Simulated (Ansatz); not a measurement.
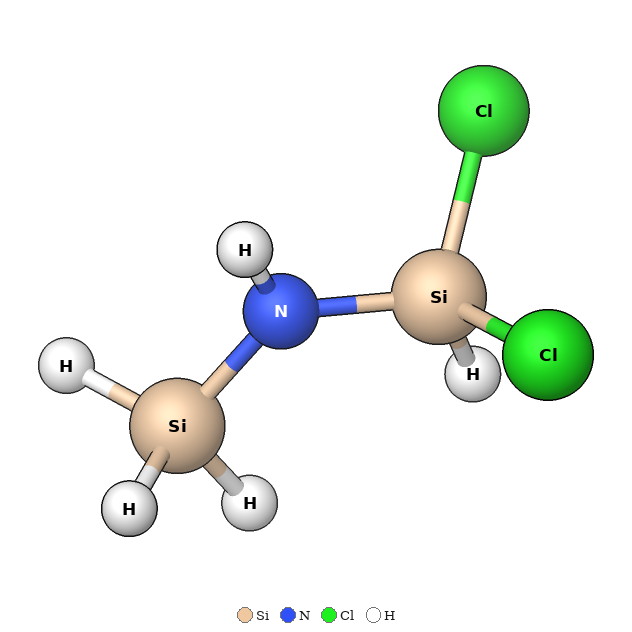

The picture shows a molecular structure as a ball-and-stick model. Every bond is drawn as one stick, whatever its order.

The geometry was computed by an optimisation with PBE0-D4/def2-TZVP.

Question: What is the molecular formula?

Answer: Cl2H5NSi2, 10 atoms: 2 chlorine, 5 hydrogen, 1 nitrogen and 2 silicon.

Question: How many bonds of each kind are drawn?

Answer: 4 Si–H, 2 N–Si, 2 Cl–Si, 1 N–H.

Question: Describe its rings.

Answer: It has no ring.

Question: How many sets of symmetry-equivalent atoms are there?

Answer: 10: 1 Si, 1 N, 1 Si, 1 Cl, 1 Cl, 1 H, 1 H, 1 H, 1 H, 1 H.

More results for the same structure follow; atom numbers are the same in all pictures, views and colours differ.

Shape

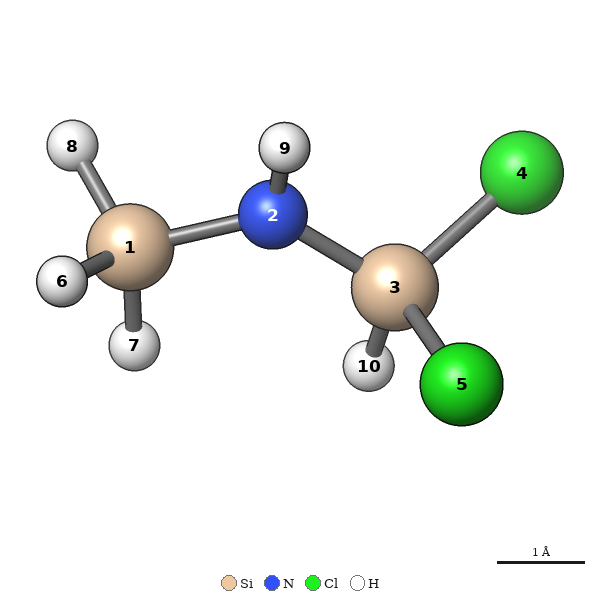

The atoms are numbered.

Give these bond angles: N2–Si1–H6, N2–Si1–H7, N2–Si1–H8, Si1–N2–Si3, Si1–N2–H9, Si3–N2–H9, N2–Si3–Cl4, N2–Si3–Cl5, N2–Si3–H10, Cl4–Si3–Cl5, Cl4–Si3–H10, Cl5–Si3–H10.

```csv
angle,degrees
N2–Si1–H6,111.5
N2–Si1–H7,106.7
N2–Si1–H8,110.6
Si1–N2–Si3,128.0
Si1–N2–H9,116.2
Si3–N2–H9,115.7
N2–Si3–Cl4,110.1
N2–Si3–Cl5,112.6
N2–Si3–H10,109.5
Cl4–Si3–Cl5,106.4
Cl4–Si3–H10,110.0
Cl5–Si3–H10,108.2
```

Charges

The questions are on Mulliken charges. Level of theory: RKS ωB97M-V/def2-TZVPP (Ansatz 0.2.0).

List the Mulliken charges.

```tsv
atom	value (e)
Si1	0.23
N2	−0.34
Si3	0.48
Cl4	−0.20
Cl5	−0.20
H6	−0.03
H7	−0.02
H8	−0.03
H9	0.10
H10	−0.01
```

Dipole moment

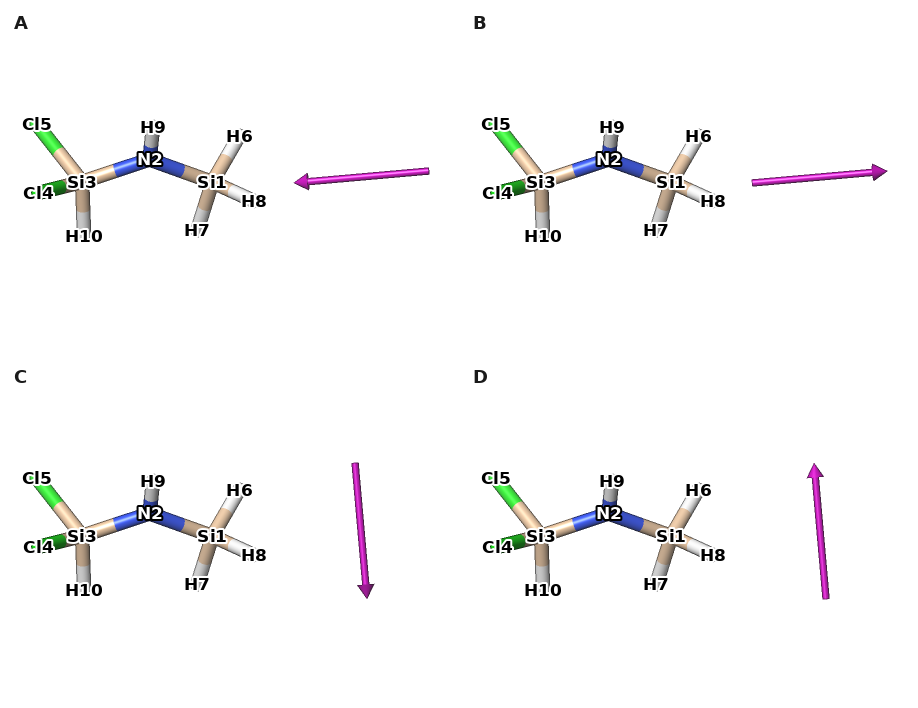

The same molecule four times, each with an arrow. Method: RKS ωB97M-V/def2-TZVPP (Ansatz 0.2.0).

Question: Which arrow points along the dipole moment, from the negative to the positive end?

Answer: B. The dipole moment is 1.73 D; it points from the side of Cl5 to the side of H8 (the outermost atoms at the two ends).

Electronic properties

Properties computed with RKS HSE06-D4/def2-TZVPP (Ansatz 0.2.0).

Question: Estimate the HOMO–LUMO gap.

Answer: 7.32 eV.

Question: Estimate the HOMO energy (Kohn–Sham orbital).

Answer: −7.75 eV.

Question: Estimate the dispersion correction.

Answer: −24.2 kJ/mol.

Mulliken values depend strongly on the basis set and can even reverse the polarity of a bond.
